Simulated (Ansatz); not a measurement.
```cif
data_structure
_symmetry_space_group_name_H-M 'P 1'
_symmetry_Int_Tables_number 1
_cell_length_a 5.1504
_cell_length_b 5.1504
_cell_length_c 3.8763
_cell_angle_alpha 90.000
_cell_angle_beta 90.000
_cell_angle_gamma 90.000
_cell_volume 102.83
loop_
_atom_site_label
_atom_site_type_symbol
_atom_site_fract_x
_atom_site_fract_y
_atom_site_fract_z
_atom_site_occupancy
Ta1 Ta 0.50000 0.50000 0.50000 1
Ta2 Ta 0.00000 0.00000 0.50000 1
Bi1 Bi 0.00000 0.50000 0.00000 1
Bi2 Bi 0.50000 0.00000 0.00000 1
O1 O 0.00000 0.00000 0.00000 1
```

Space group P4/mmm; a structure generated by program, which may or may not match a known phase.

Computed with DFT PBE, scalar-relativistic, plane waves, PAW (Ansatz 0.2.0).

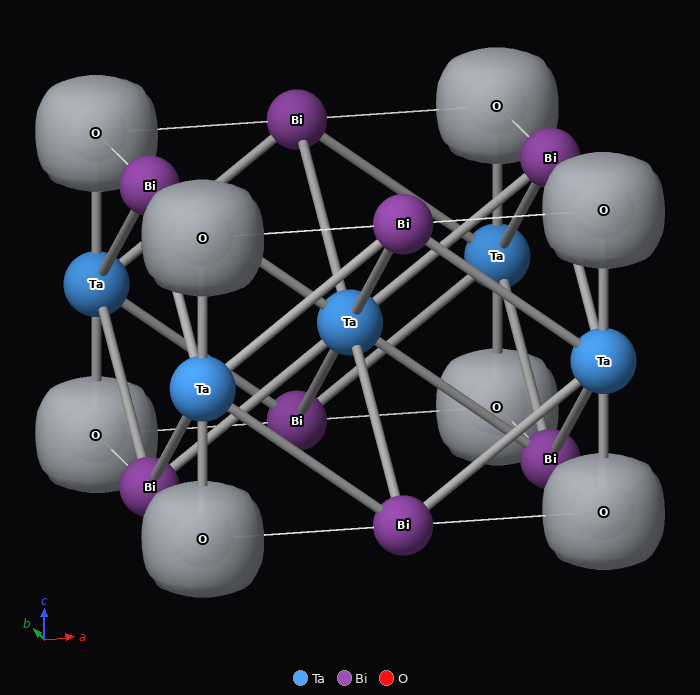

Ta$_{2}$Bi$_{2}$O. Isosurface of the electron localisation function at 0.7 (grey), seen slightly off an axis. Only the valence region is drawn (cores and ρ < 0.01 e/Å³ removed). Sticks mark near contacts.

Core electrons are frozen (PAW), and the valence fields are smoothed inside the atomic spheres.

### Identify the bonds, lone pairs and shells in this picture.

The surface consists of one region wrapped around O (its valence shell), counted in one cell of 5 atoms. Any copies at cell faces, edges or corners count once.

Values along the shortest contacts:
Ta–O (1.94 Å): the ELF peaks at about 0.85 in the valence shell of O, 0.6 Å from its nucleus, and drops to about 0.20 between the two atoms; no localised pair shows between them. Ta–Bi (3.22 Å): the ELF is about 0.40 at the midpoint.
